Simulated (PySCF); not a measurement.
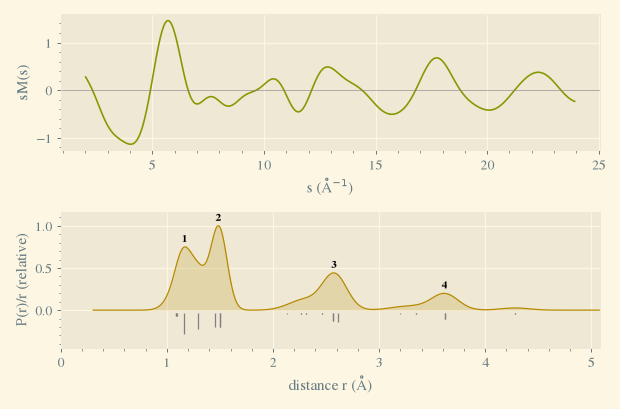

Simulated gas electron diffraction: reduced molecular intensity sM(s) from the Debye equation in the first Born approximation (top) and the radial distribution curve (bottom) of C4H3N. Each pair of atoms contributes with weight ZᵢZⱼ/r (bars below the curve); damping constant 0.0015 Å²; vibrational amplitudes assumed, not computed: 0.05 Å for bonds, 0.078 Å for bonds to H, 0.06 + 0.015 r up to 0.15 Å for other pairs. The geometry is the end point of an optimisation (PySCF 2.14.0, density-fitted response routines, PBE0-D3(BJ)/def2-SVP geometry optimisation, gas phase); it may be a saddle point or a higher isomer. SMILES: N#CC1C=C1.

Which pairs of atoms lie under the numbered peaks? Mark bonded pairs by – and others by ···.

Answer. Peak 1, 1.17 Å: C–H 1.09–1.10 Å (×3), N–C 1.16 Å, C–C 1.29 Å, not resolved
Peak 2, 1.49 Å: C–C 1.45–1.51 Å (×3), not resolved
Peak 3, 2.57 Å: C···H 2.46 Å (×2), C···C 2.57 Å (×2), N···C 2.61 Å, not resolved; in its flanks C···H 2.13–2.31 Å
Peak 4, 3.61 Å: C···H 3.35 Å (×2), N···C 3.62 Å (×2), not resolved
